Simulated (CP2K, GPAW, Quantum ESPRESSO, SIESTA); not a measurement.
# Running C(110) slab, H on the bottom face (210 atoms) with CP2K, part 2 of 2

Wanted: CP2K inputs and outputs for C(110) slab, H on the bottom face (210 atoms), checked against a plane-wave reference.

Program: CP2K 2026.2; the method stands at each step. Banners, paths, timers and routine set-up lines are dropped from the logs unmarked, and long logs keep their key lines alone; longer cuts are marked.

So far. Step 2 (PBE, DZVP-MOLOPT-SR, 450/50 Ry, diagonalisation): Forces lie 2.0 % from the reference's, at 0.38 times its CPU time (on 4 against 1 cores). Step 3 (PBE, SZV-MOLOPT-SR, 450/50 Ry, diagonalisation): Against the first run (2.0 %), the force difference from the reference is 32 %, at 0.36 times the CPU time (on 2 against 4 cores), with 750 basis functions against 2490: the smaller basis costs accuracy.

**4. PBE, DZVP-MOLOPT-SR, 450/20 Ry, diagonalisation**

Method: Kohn-Sham DFT, PBE, GTH-PBE pseudopotentials, Gaussian and plane waves, DZVP-MOLOPT-SR-GTH, diagonalisation.

input.inp reads:

```
&GLOBAL
  PROJECT cell
  RUN_TYPE ENERGY_FORCE
  PRINT_LEVEL LOW
&END GLOBAL
&FORCE_EVAL
  METHOD QS
  &DFT
    BASIS_SET_FILE_NAME BASIS_MOLOPT
    POTENTIAL_FILE_NAME GTH_POTENTIALS
    &MGRID
      CUTOFF 450
      REL_CUTOFF 20
    &END MGRID
    &QS
      EPS_DEFAULT 1.0E-12
    &END QS
    &SCF
      SCF_GUESS ATOMIC
      EPS_SCF 5.0E-06
      MAX_SCF 200
      ADDED_MOS 90
      &DIAGONALIZATION
        ALGORITHM STANDARD
      &END DIAGONALIZATION
      &SMEAR ON
        METHOD FERMI_DIRAC
        ELECTRONIC_TEMPERATURE [K] 580
      &END SMEAR
      &MIXING
        METHOD BROYDEN_MIXING
        ALPHA 0.2
        NBROYDEN 12
        BETA 0.05
      &END MIXING
      &PRINT
        &RESTART OFF
        &END RESTART
      &END PRINT
    &END SCF
    &XC
      &XC_FUNCTIONAL PBE
      &END XC_FUNCTIONAL
    &END XC
    &PRINT
      &MULLIKEN ON
      &END MULLIKEN
      &HIRSHFELD ON
        SHAPE_FUNCTION DENSITY
      &END HIRSHFELD
      &MO ON
        EIGENVALUES T
        OCCUPATION_NUMBERS T
        MO_INDEX_RANGE 364 387
        &EACH
          QS_SCF 0
        &END EACH
        ADD_LAST NUMERIC
      &END MO
    &END PRINT
  &END DFT
  &SUBSYS
    &CELL
      A 12.61125 0.00000 0.00000
      B 0.00000 10.70100 0.00000
      C 0.00000 0.00000 19.19561
    &END CELL
    &COORD
      SCALED
      C 0.90047 0.16544 0.35868
      C 0.99961 0.08516 0.35876
      C 0.00217 0.99974 0.42430
      C 0.89902 0.25417 0.42472
      C 0.89928 0.17002 0.49166
      C 0.99369 0.08827 0.49033
      C 0.00394 0.00123 0.55519
      C 0.90247 0.24464 0.55528
      C 0.89558 0.16541 0.61937
      C 0.00121 0.08666 0.62431
      C 0.00574 0.00293 0.68536
      C 0.89468 0.24798 0.68543
      C 0.09936 0.16766 0.35800
      C 0.20103 0.07858 0.36034
      C 0.20248 0.99720 0.42715
      C 0.10207 0.25270 0.42851
      C 0.09745 0.16414 0.49106
      C 0.19768 0.08606 0.49055
      C 0.19667 0.00782 0.55318
      C 0.09727 0.24868 0.55427
[... 186 atom lines left out ...]
      H 0.50138 0.89203 0.31260
      H 0.60281 0.69371 0.31372
      H 0.70084 0.89406 0.31327
      H 0.79850 0.69394 0.31268
    &END COORD
    &KIND C
      BASIS_SET DZVP-MOLOPT-SR-GTH-q4
      POTENTIAL GTH-PBE-q4
    &END KIND
    &KIND H
      BASIS_SET DZVP-MOLOPT-SR-GTH-q1
      POTENTIAL GTH-PBE-q1
    &END KIND
  &END SUBSYS
  &PRINT
    &FORCES ON
    &END FORCES
  &END PRINT
&END FORCE_EVAL
```

Command:

```
OMP_NUM_THREADS=1 mpirun -np 4 cp2k.psmp -i input.inp > output.txt
```

Numbers of over 12 decimals in the logs are rounded to 6 here.

The log of the run:

```text
CP2K| version string:                                       CP2K version 2026.2
 CP2K| Input file name                                                 input.inp
 GLOBAL| Basis set file name                                        BASIS_MOLOPT
 GLOBAL| Potential file name                                      GTH_POTENTIALS
 GLOBAL| Run type                                                   ENERGY_FORCE
 GLOBAL| Total number of message passing processes                             4
 GLOBAL| Number of threads for this process                                    1
[... lines left out ...]
                        Smear method:                                FERMI_DIRAC
[... lines left out ...]
 Number of electrons:                                                        750
[... lines left out ...]
  Step     Update method      Time    Convergence         Total energy    Change
[... lines left out ...]
  *** SCF run converged in    27 steps ***
[... lines left out ...]
  Fermi energy:                                                 0.091132
  Total energy:                                             -1039.717139
  Total energy (extrapolated to T->0):                      -1039.716857
[... lines left out ...]
 MO| E(Fermi):            0.091132 a.u.          2.479823 eV
[... lines left out ...]
                           Hirshfeld Charges
  #Atom  Element  Kind  Ref Charge     Population                    Net charge
      1       C      1       4.000          4.038                        -0.038
      2       C      1       4.000          4.040                        -0.040
      3       C      1       4.000          3.989                         0.011
[...]
209       H      2       1.000          0.964                         0.036
    210       H      2       1.000          0.961                         0.039
  Total Charge                                                           -0.000
 !-----------------------------------------------------------------------------!
 ENERGY| Total FORCE_EVAL ( QS ) energy [hartree]          -1039.717066
 FORCES| Atomic forces [hartree/bohr]
 FORCES|   Atom     x               y               z               |f|
 FORCES|      1 -1.20988805E-02 -1.49953276E-02  3.43370652E-02   3.93735547E-02
 FORCES|      2  1.03427400E-02  1.66419679E-02  1.66583352E-02   2.57182328E-02
 FORCES|      3 -3.79040650E-02  1.63502221E-02 -7.31704780E-04   4.12865995E-02
[...]
FORCES|    209 -1.28386979E-03 -2.51566120E-03 -7.71945942E-03   8.21991038E-03
 FORCES|    210  2.67753339E-03 -5.75151059E-03 -1.16338961E-02   1.32512866E-02
 FORCES| Sum     5.04062369E-04 -6.81122189E-03  3.32649268E-04
 FORCES| Total atomic force                                       6.83794399E-03
```

It took 3.8 min on 4 MPI ranks of Arm Neoverse V2, shared host; peak memory 6.6 GiB; 15 min of CPU time.

Against the reference:

- r.m.s. force component: 1.748 eV/Å
- r.m.s. difference of force components: 36.9 meV/Å
- longest difference of force vectors: 126.1 meV/Å
- force difference over r.m.s. force: 2.139 %
- slope of forces against the reference's: 1.013
- correlation of force components: 0.9999
- gap (highest filled to lowest empty level): 0.5363 eV
- gap difference: -0.0126 eV
- energy less the same-level run's: -0.8293 meV/atom
- r.m.s. force difference from the same-level run: 20.7 meV/Å

This is a coarse setting, run to see what it loses.

Against the first run (2.0 %), the force difference from the reference is 2.1 %, at 0.73 times the CPU time.

**5. PBE, DZVP-MOLOPT-SR, 225/50 Ry, diagonalisation**

Method: Kohn-Sham DFT, PBE, GTH-PBE pseudopotentials, Gaussian and plane waves, DZVP-MOLOPT-SR-GTH, diagonalisation.

Changes to input.inp since step 4:

```diff
@@ -11,4 +11,4 @@
     &MGRID
-      CUTOFF 450
-      REL_CUTOFF 20
+      CUTOFF 225
+      REL_CUTOFF 50
     &END MGRID
@@ -67,6 +67,6 @@
     &END CELL
-    &COORD
-      SCALED
-[... 210 atom lines left out: the same atoms as in the first run ...]
-    &END COORD
+    &TOPOLOGY
+      COORD_FILE_NAME structure.xyz
+      COORD_FILE_FORMAT XYZ
+    &END TOPOLOGY
     &KIND C
```

structure.xyz reads:

```xyz
210

[... 210 atom lines left out: the same atoms as in the first run ...]
```

The log of the run:

```text
CP2K| version string:                                       CP2K version 2026.2
 CP2K| Input file name                                                 input.inp
 GLOBAL| Basis set file name                                        BASIS_MOLOPT
 GLOBAL| Potential file name                                      GTH_POTENTIALS
[... lines left out ...]
                        Smear method:                                FERMI_DIRAC
[... lines left out ...]
 Number of electrons:                                                        750
[... lines left out ...]
  Step     Update method      Time    Convergence         Total energy    Change
[... lines left out ...]
  *** SCF run converged in    27 steps ***
[... lines left out ...]
  Fermi energy:                                                 0.091099
  Total energy:                                             -1039.711480
  Total energy (extrapolated to T->0):                      -1039.711199
[... lines left out ...]
 MO| E(Fermi):            0.091099 a.u.          2.478929 eV
[... lines left out ...]
    210       H      2       1.000          0.962                         0.038
  Total Charge                                                           -0.000
 !-----------------------------------------------------------------------------!
 ENERGY| Total FORCE_EVAL ( QS ) energy [hartree]          -1039.711406
 FORCES| Atomic forces [hartree/bohr]
 FORCES|   Atom     x               y               z               |f|
 FORCES|      1 -1.19855251E-02 -1.49312267E-02  3.39007757E-02   3.89340074E-02
 FORCES|      2  1.06111616E-02  1.67081549E-02  1.64245327E-02   2.57201179E-02
 FORCES|      3 -3.89922860E-02  1.66392115E-02 -2.28676634E-03   4.24557538E-02
[...]
FORCES|    209 -1.13245963E-03 -2.28687186E-03 -7.47657240E-03   7.90008751E-03
 FORCES|    210  2.44471273E-03 -5.50655970E-03 -1.12882806E-02   1.27954718E-02
 FORCES| Sum    -1.21248825E-02  7.64167050E-03 -3.84564467E-03
 FORCES| Total atomic force                                       1.48390326E-02
```

The job ended after 4.7 min (4 MPI ranks; peak memory 3.6 GiB).

Compared with the plane-wave run:

```yaml
r_m_s_force_component: 1.75 eV/Å
r_m_s_difference_of_force_components: 44.47 meV/Å
longest_difference_of_force_vectors: 152.8 meV/Å
force_difference_over_r_m_s_force: 2.578 %
slope_of_forces_against_the_reference_s: 1.014
correlation_of_force_components: 0.9998
spacing_of_highest_filled_and_lowest_empty_level: 0.537 eV
gap_difference: -0.0119 eV
energy_less_the_same_level_run_s: -0.096 meV/atom
r_m_s_force_difference_from_the_same_level_run: 25.31 meV/Å
```

This is a coarse setting, run to see what it loses.

Against the first run (2.0 %), the force difference from the reference is 2.6 %, at 0.90 times the CPU time: the grid matters here.

**6. Side by side**

Differences are against the plane-wave reference, forces as r.m.s. over components; share is that over the reference's r.m.s. force, slope the least-squares factor from reference forces to these. Total energies of different programs have different zeros and aren't compared.

| run | Δ force, r.m.s. (meV/Å) | share (%) | slope | Δ gap (eV) | cores | CPU time | memory (GiB) |
| --- | --- | --- | --- | --- | --- | --- | --- |
| reference | - | - | - | - | 1 | 55 min | 16 |
| CP2K PBE, DZVP-MOLOPT-SR, 450/50 Ry, diagonalisation | 34.6 | 2.00 | 1.014 | -0.0121 | 4 | 21 min | 6.6 |
| CP2K PBE, SZV-MOLOPT-SR, 450/50 Ry, diagonalisation (coarse) | 549 | 31.8 | 1.267 | -0.0571 | 2 | 7.4 min | 4.8 |
| CP2K PBE, DZVP-MOLOPT-SR, 450/20 Ry, diagonalisation (coarse) | 36.9 | 2.14 | 1.013 | -0.0126 | 4 | 15 min | 6.6 |
| CP2K PBE, DZVP-MOLOPT-SR, 225/50 Ry, diagonalisation (coarse) | 44.5 | 2.58 | 1.014 | -0.0119 | 4 | 19 min | 3.6 |

Rows marked coarse were listed beforehand as settings not expected to be converged; some can still land near the reference.

CPU time is summed over cores on a shared host, where runs went side by side, so it is rough. Symmetry, cutoffs, thresholds, outputs and thread counts weren't matched or tuned between programs; memory under MPI is the largest rank's times the ranks.

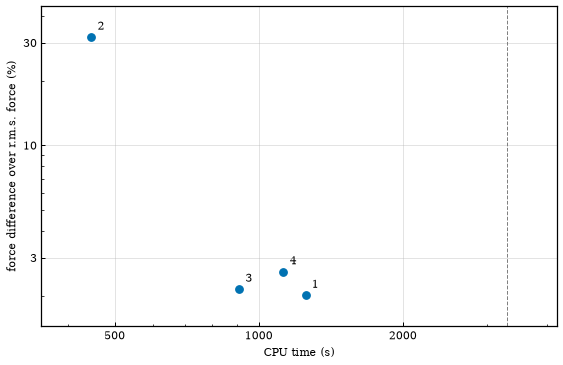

Force difference against CPU time; the dashed line marks the reference's time. Points: 1 CP2K PBE, DZVP-MOLOPT-SR, 450/50 Ry, diagonalisation; 2 CP2K PBE, SZV-MOLOPT-SR, 450/50 Ry, diagonalisation; 3 CP2K PBE, DZVP-MOLOPT-SR, 450/20 Ry, diagonalisation; 4 CP2K PBE, DZVP-MOLOPT-SR, 225/50 Ry, diagonalisation.

Within one program, basis, potentials and functional, energies share a zero. Each run against its twin at the usual cutoff or grid and solver:

```csv
run,twin,Δ energy (meV/atom),"Δ force, r.m.s. (meV/Å)",CPU time over the twin's
"CP2K PBE, DZVP-MOLOPT-SR, 450/20 Ry, diagonalisation","DZVP-MOLOPT-SR, 450/50 Ry, diagonalisation",-0.829,20.7,0.73
"CP2K PBE, DZVP-MOLOPT-SR, 225/50 Ry, diagonalisation","DZVP-MOLOPT-SR, 450/50 Ry, diagonalisation",-0.096,25.3,0.90
```

**7. Outcome**

| Item | Value |
| --- | --- |
| nearest in forces | CP2K PBE, DZVP-MOLOPT-SR, 450/50 Ry, diagonalisation, 2.0 % |
| its CPU time | 21 min |

What this shows: The PBE run in local orbitals, coarse settings apart, differs by 2.0 % (CP2K PBE, DZVP-MOLOPT-SR, 450/50 Ry, diagonalisation); basis, grid and potentials can all enter. Runs with settings chosen to be coarse differ by 2.1 % (CP2K PBE, DZVP-MOLOPT-SR, 450/20 Ry, diagonalisation) to 32 % (CP2K PBE, SZV-MOLOPT-SR, 450/50 Ry, diagonalisation), their programs' other errors included. Of the electronic-structure runs that take under half the reference's CPU time, CP2K PBE, DZVP-MOLOPT-SR, 450/50 Ry, diagonalisation comes nearest, at 2.0 % in 21 min against 55 min. CP2K PBE, SZV-MOLOPT-SR, 450/50 Ry, diagonalisation stiffens the forces by a factor of 1.27 while following their directions (correlation 0.991); the slopes of the 4 CP2K runs lie between 1.01 and 1.27. At the same functional, gaps differ from the reference's 0.549 eV by between -0.06 and -0.01 eV. These are spacings on the run's k-points, which needn't hold the band edges. With short bonds to hydrogen, sets of potentials differ among themselves by several per cent in forces even at converged cutoffs, so the reference isn't exact here either. The runs have no spin polarisation, so any moments at edges, vacancies or dangling bonds can't form. The electronic-structure runs sample only Γ, in a cell whose shortest periodic width is 11 Å.

[Also dropped from logs without a mark: logging warnings of Python, and SIESTA's first energy breakdown and zero terms.]

[Logs are printed without paths, hosts, clocks, repeated set-up lines and the standing remarks that a program may print on its own settings, such as how far it seeks lower states.]

[Hosts, paths, dates, database ids (printed as entryN), source tags and the programs' standing remarks are cut or masked in the printed files.]
